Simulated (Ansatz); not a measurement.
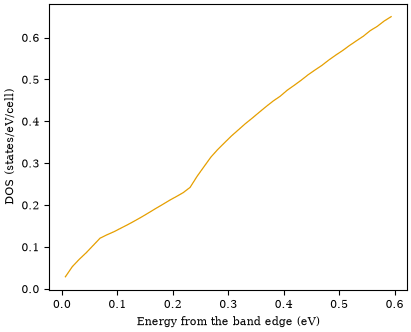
Density of states of GaP (F-43m) above the conduction band minimum, Ansatz (a quantum-chemistry and plane-wave program) with r2SCAN with spin-orbit coupling, rigid bands; cell volume 40.2 Å³.

Question: What effective density of states at 300 K does this give (∫ g(E) exp(−E/k_BT) dE, both spins, divided by the cell's size)?

Answer: 3.8e19 cm⁻³, a density-of-states mass of 1.31 mₑ, valleys and band degeneracy included.

Geometry: cell and atoms relaxed with PBEsol.
